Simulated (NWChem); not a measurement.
# A workflow on the pair SOF2···SiHF

Wanted: the energy (singlet SiHSOF3, CAM-B3LYP/6-31+G*), then a single-point energy (singlet SOF2, CAM-B3LYP/6-31+G*), then a single-point energy (singlet SiHF, CAM-B3LYP/6-31+G*), then a single-point energy (singlet SOF2, CAM-B3LYP/6-31+G*), then a single-point energy (singlet SiHF, CAM-B3LYP/6-31+G*) of F3HOSSi and its partners. 

Program for the calculation: NWChem 7.3.0.

## Step 1: The system as given

The species is SiHSOF3 (7 atoms), meant as a singlet with charge 0. The two molecules were placed rigidly side by side, at 0.8 times their contact distance; the pair isn't optimised.

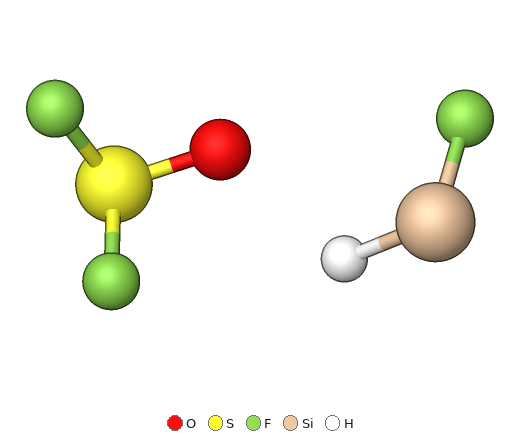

The structure, seen from a chosen angle (oxygen red, sulfur yellow, fluorine green, silicon light orange, hydrogen white).

## Step 2: A single-point energy at CAM-B3LYP/6-31+G(d) (spherical functions) (run 1)

Contents of sp.nw:

```
start sp
memory total 2200 mb

geometry units bohr noautosym nocenter noautoz
O    1.76198064   0.12585576  -1.92336325
S   -0.28591556  -0.80540127  -0.46430571
F   -2.12480805   1.51971775   0.00075589
F    0.64874298  -0.84017224   2.38691307
F    6.76943362   0.06428848  -5.74576897
Si   7.14751112  -0.40264395  -2.75903794
H    5.32222466  -2.66135799  -2.55475854
end

basis spherical bse
O library 6-31+G*
S library 6-31+G*
F library 6-31+G*
Si library 6-31+G*
H library 6-31+G*
end

dft
xc xcamb88 1.00 lyp 0.81 vwn_5 0.19 hfexch 1.00
cam 0.33 cam_alpha 0.19 cam_beta 0.46
mult 1
grid fine
convergence energy 1e-08
direct
iterations 100
mulliken
print low
end

task dft energy
```

Command:

```console
nwchem sp.nw > sp.out
```

The program printed:

```text
[...]
 d= 0,ls=0.0,diis     1  -1062.6847506854 -1.43D+03  1.71D-02  1.89D+00    13.4
[...]
 d= 0,ls=0.0,diis    10  -1062.8925641926 -6.91D-09  1.92D-06  5.17D-08   131.6
         Total DFT energy =    -1062.892564192553
      One electron energy =    -2205.628391759246
           Coulomb energy =      860.530757102553
    Exchange-Corr. energy =      -86.868901326807
 Nuclear repulsion energy =      369.073971790947
[...]
      Total Density - Mulliken Population Analysis
     ---------------------------------------------
    Atom       Charge   Shell Charges
 -----------   ------   -------------------------------------------------------
    1 O    8     8.66   2.00  0.93  2.88  0.96  1.59  0.09  0.18  0.03
    2 S   16    14.60   2.00  2.00  5.96  1.44  2.40  0.16  0.17  0.03  0.02  0.41
    3 F    9     9.36   2.00  0.94  3.29  1.04  1.93 -0.03  0.17  0.02
    4 F    9     9.37   2.00  0.94  3.30  1.04  1.93 -0.02  0.17  0.02
    5 F    9     9.30   2.00  0.93  3.32  1.04  1.97 -0.12  0.15  0.01
    6 Si  14    13.55   2.00  2.00  5.96  1.21  1.24  0.71  0.21  0.01  0.07  0.15
    7 H    1     1.15   0.51  0.65
[...]
```

Wall time 2.2 min (1 thread of Intel Xeon Platinum 8175M at 2.50GHz (Skylake/Cascade Lake), shared host); peak memory 0.12 GiB.

## Step 3: SOF2: a single-point energy at CAM-B3LYP/6-31+G(d) (spherical functions) (run 2)

Contents of calc.nw:

```
START calc
TITLE "F2OS"
memory 2200 mb
GEOMETRY units bohr noautosym nocenter noautoz
O      1.76198064     0.12585576    -1.92336325
S     -0.28591556    -0.80540127    -0.46430571
F     -2.12480805     1.51971775     0.00075589
F      0.64874298    -0.84017224     2.38691307
END
BASIS spherical bse
* library 6-31+G*
END
DFT
xc xcamb88 1.00 lyp 0.81 vwn_5 0.19 hfexch 1.00
cam 0.33 cam_alpha 0.19 cam_beta 0.46
grid fine
convergence energy 1e-08
direct
maxiter 100
mulliken
print low
END
TASK dft energy
```

Command:

```console
nwchem calc.nw > calc.out
```

The program printed:

```text
[...]
 d= 0,ls=0.0,diis     1   -672.8275731184 -8.67D+02  2.47D-02  1.52D+00     4.3
[...]
 d= 0,ls=0.0,diis     9   -672.9927161272 -3.04D-09  1.36D-06  8.24D-09    33.7
         Total DFT energy =     -672.992716127216
      One electron energy =    -1315.277773397685
           Coulomb energy =      503.517595362423
    Exchange-Corr. energy =      -55.162055368264
 Nuclear repulsion energy =      193.929517276310
[...]
      Total Density - Mulliken Population Analysis
     ---------------------------------------------
    Atom       Charge   Shell Charges
 -----------   ------   -------------------------------------------------------
    1 O    8     8.57   2.00  0.93  2.87  0.97  1.57  0.09  0.12  0.03
    2 S   16    14.68   2.00  2.00  5.96  1.43  2.40  0.19  0.21  0.04  0.03  0.41
    3 F    9     9.37   2.00  0.94  3.30  1.03  1.93 -0.02  0.18  0.02
    4 F    9     9.37   2.00  0.94  3.30  1.03  1.93 -0.02  0.18  0.02
[...]
```

Wall time 35 s (1 thread of Intel Xeon Platinum 8175M at 2.50GHz (Skylake/Cascade Lake), shared host); peak memory 0.11 GiB.

## Step 4: SiHF: a single-point energy at CAM-B3LYP/6-31+G(d) (spherical functions) (run 3)

Contents of fhsi.nw:

```
start fhsi
title "FHSi CAM-B3LYP"
memory stack 880 mb heap 220 mb global 1100 mb

geometry units angstroms noautosym nocenter noautoz
  F      3.582230     0.034020    -3.040530
  Si     3.782300    -0.213070    -1.460020
  H      2.816400    -1.408330    -1.351920
end

basis spherical bse
  * library 6-31+G*
end

dft
  xc xcamb88 1.00 lyp 0.81 vwn_5 0.19 hfexch 1.00
  cam 0.33 cam_alpha 0.19 cam_beta 0.46
  grid fine
  convergence energy 1e-08
  direct
  maxiter 100
  mulliken
  print low
end

task dft energy
```

Command:

```console
nwchem fhsi.nw > fhsi.out
```

The program printed:

```text
[...]
 d= 0,ls=0.0,diis     1   -389.8485963893 -4.38D+02  1.87D-02  4.13D-01     0.8
[...]
 d= 0,ls=0.0,diis     8   -389.8978278019 -1.99D-09  1.47D-06  1.68D-10     5.3
         Total DFT energy =     -389.897827801854
      One electron energy =     -636.644305238417
           Coulomb energy =      230.248408353945
    Exchange-Corr. energy =      -31.696445805646
 Nuclear repulsion energy =       48.194514888265
[...]
      Total Density - Mulliken Population Analysis
     ---------------------------------------------
    Atom       Charge   Shell Charges
 -----------   ------   -------------------------------------------------------
    1 F    9     9.29   2.00  0.93  3.32  1.04  1.96 -0.12  0.16  0.01
    2 Si  14    13.57   2.00  2.00  5.96  1.21  1.24  0.73  0.21  0.00  0.06  0.15
    3 H    1     1.14   0.50  0.63
[...]
```

Wall time 6 s (1 thread of Intel Xeon Platinum 8175M at 2.50GHz (Skylake/Cascade Lake), shared host); peak memory 0.11 GiB.

## Step 5: SOF2 among ghost functions: a single-point energy at CAM-B3LYP/6-31+G(d) (spherical functions, with ghost functions) (run 4)

Contents of struct.nw:

```
start struct
title "F2OS energy"
memory total 2200 mb

geometry units atomic noautosym nocenter noautoz
  O   1.76198064  0.12585576 -1.92336325
  S  -0.28591556 -0.80540127 -0.46430571
  F  -2.12480805  1.51971775  0.00075589
  F   0.64874298 -0.84017224  2.38691307
  bqF      6.769434     0.064288    -5.745769
  bqSi     7.147511    -0.402644    -2.759038
  bqH      5.322225    -2.661358    -2.554759
end

basis spherical bse
  O library 6-31+G*
  S library 6-31+G*
  F library 6-31+G*
  bqF library F 6-31+G*
  bqSi library Si 6-31+G*
  bqH library H 6-31+G*
end

dft
  xc xcamb88 1.00 lyp 0.81 vwn_5 0.19 hfexch 1.00
  cam 0.33 cam_alpha 0.19 cam_beta 0.46
  grid fine
  convergence energy 1e-08
  direct
  maxiter 100
  mulliken
  noprint "final vectors analysis"
end

task dft energy
```

Command:

```console
nwchem struct.nw > struct.out
```

The program printed:

```text
[...]
          Wavefunction type:  closed shell.
          No. of atoms     :     7
          No. of electrons :    42
[...]
          Charge           :     0
          Spin multiplicity:     1
[...]
          AO basis - number of functions:   118
[...]
              XC Information
              --------------
                     Hartree-Fock (Exact) Exchange  1.000
                   CAM-Becke88 Exchange Functional  1.000
                      VWN V Correlation Functional  0.190 local
              Lee-Yang-Parr Correlation Functional  0.810
[...]
 d= 0,ls=0.0,diis     1   -672.8279210227 -8.67D+02  1.62D-02  1.53D+00    11.9
[...]
 d= 0,ls=0.0,diis     9   -672.9931502628 -3.07D-09  8.74D-07  8.17D-09   126.6
         Total DFT energy =     -672.993150262811
      One electron energy =    -1315.279203691190
           Coulomb energy =      503.518269447532
    Exchange-Corr. energy =      -55.161733295462
 Nuclear repulsion energy =      193.929517276310
[...]
      Total Density - Mulliken Population Analysis
     ---------------------------------------------
    Atom       Charge   Shell Charges
 -----------   ------   -------------------------------------------------------
    1 O    8     8.64   2.00  0.93  2.87  0.97  1.56  0.11  0.16  0.03
    2 S   16    14.64   2.00  2.00  5.96  1.44  2.41  0.16  0.20  0.03  0.03  0.41
    3 F    9     9.36   2.00  0.94  3.30  1.04  1.93 -0.03  0.17  0.02
    4 F    9     9.37   2.00  0.94  3.30  1.04  1.93 -0.03  0.18  0.02
    5 X    0     0.00  -0.00 -0.00 -0.00 -0.00  0.00  0.00  0.00  0.00
    6 X    0    -0.01   0.00  0.00 -0.00  0.00  0.00 -0.01 -0.00  0.00 -0.00  0.00
    7 X    0     0.00   0.00  0.00
[...]
```

Run time: 2.1 min. Hardware: 1 thread of Intel Xeon Platinum 8175M at 2.50GHz (Skylake/Cascade Lake), shared host; peak memory 0.12 GiB.

## Step 6: SiHF among ghost functions: the energy at CAM-B3LYP/6-31+G(d) (spherical functions, with ghost functions) (run 5)

Contents of sp.nw:

```
start sp
title "FHSi energy"
memory total 2200 mb
geometry noautosym nocenter noautoz
F        3.582230       0.034020      -3.040530
Si       3.782300      -0.213070      -1.460020
H        2.816400      -1.408330      -1.351920
bqO      0.932400     0.066600    -1.017800
bqS     -0.151300    -0.426200    -0.245700
bqF     -1.124400     0.804200     0.000400
bqF      0.343300    -0.444600     1.263100
end
basis spherical bse
F library 6-31+G*
Si library 6-31+G*
H library 6-31+G*
bqO library O 6-31+G*
bqS library S 6-31+G*
bqF library F 6-31+G*
end
dft
xc xcamb88 1.00 lyp 0.81 vwn_5 0.19 hfexch 1.00
cam 0.33 cam_alpha 0.19 cam_beta 0.46
grid fine
convergence energy 1e-08
direct
iterations 100
mulliken
noprint "final vectors analysis"
end
task dft energy
```

Command:

```console
nwchem sp.nw > sp.out
```

The program printed:

```text
[...]
          Wavefunction type:  closed shell.
          No. of atoms     :     7
          No. of electrons :    24
[...]
          Charge           :     0
          Spin multiplicity:     1
[...]
          AO basis - number of functions:   118
[...]
              XC Information
              --------------
                     Hartree-Fock (Exact) Exchange  1.000
                   CAM-Becke88 Exchange Functional  1.000
                      VWN V Correlation Functional  0.190 local
              Lee-Yang-Parr Correlation Functional  0.810
[...]
 d= 0,ls=0.0,diis     1   -389.8489049333 -4.38D+02  6.80D-03  4.14D-01    12.6
[...]
 d= 0,ls=0.0,diis     8   -389.8982447374 -1.99D-09  4.76D-07  1.74D-10   110.2
         Total DFT energy =     -389.898244737443
      One electron energy =     -636.638296210869
           Coulomb energy =      230.240923694047
    Exchange-Corr. energy =      -31.695387108887
 Nuclear repulsion energy =       48.194514888265
[...]
      Total Density - Mulliken Population Analysis
     ---------------------------------------------
    Atom       Charge   Shell Charges
 -----------   ------   -------------------------------------------------------
    1 F    9     9.29   2.00  0.93  3.32  1.04  1.96 -0.12  0.15  0.01
    2 Si  14    13.56   2.00  2.00  5.96  1.22  1.25  0.72  0.21  0.00  0.06  0.15
    3 H    1     1.14   0.51  0.63
    4 X    0     0.02  -0.00 -0.00 -0.00  0.00  0.00  0.01  0.01  0.00
    5 X    0    -0.01   0.00  0.00 -0.00  0.00  0.00 -0.00 -0.00 -0.00 -0.00 -0.00
    6 X    0    -0.00  -0.00 -0.00 -0.00  0.00  0.00 -0.00 -0.00 -0.00
    7 X    0     0.00   0.00  0.00  0.00 -0.00 -0.00 -0.00  0.00  0.00
[...]
```

It took 1.8 min on 1 thread of Intel Xeon Platinum 8175M at 2.50GHz (Skylake/Cascade Lake), shared host; peak memory 0.12 GiB.

## Step 7: Summary of results

| quantity | value |
| --- | --- |
| run 1, CAM-B3LYP/6-31+G*: total energy | -1062.89256 Eh |
| SOF2: total energy | -672.99272 Eh |
| SiHF: total energy | -389.89783 Eh |
| SOF2 among ghost functions: total energy | -672.99315 Eh |
| SOF2 among ghost functions: dipole moment | 1.93 D |
| SiHF among ghost functions: total energy | -389.89824 Eh |
| SiHF among ghost functions: dipole moment | 1.20 D |
| interaction energy of the rigid parts SOF2 and SiHF (parts in their own basis; closest atoms 2.42 Å apart) | -0.055 eV |
| interaction energy of the rigid parts SOF2 and SiHF (parts in the whole basis, counterpoise; closest atoms 2.42 Å apart) | -0.032 eV |

What this shows: The interaction energy of the rigid parts SOF2 and SiHF (parts in their own basis; closest atoms 2.42 Å apart) is −0.05 eV (−1.3 kcal/mol): the parts attract. Without counterpoise this holds the superposition error of the basis. The interaction energy of the rigid parts SOF2 and SiHF (parts in the whole basis, counterpoise; closest atoms 2.42 Å apart) is −0.03 eV (−0.7 kcal/mol): the parts attract. The basis-set superposition error is 2.2 kJ/mol. Mulliken charges (run 1, CAM-B3LYP/6-31+G*) run from -0.66 on O1 to +1.40 on S2; in a basis this large or diffuse they mean little. Mulliken charges (SOF2) run from -0.57 on O1 to +1.32 on S2; in a basis this large or diffuse they mean little.
